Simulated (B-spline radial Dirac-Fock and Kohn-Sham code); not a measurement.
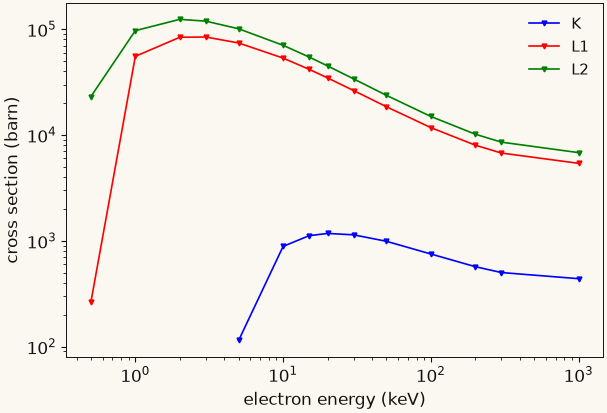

Inner-shell ionisation cross sections by electron impact. It refers to neutral Sc. Level of theory: the relativistic binary-encounter-Bethe model (direct ionisation alone); calculated with a radial B-spline solver.

Q: What are the binding energy and the largest computed cross section of K?

A: 4.492 keV; 1170 b at 20 keV.

Q: Which of the subshells shown has the largest cross section?

A: L2 (2p1/2): 124000 b near 2.0 keV.
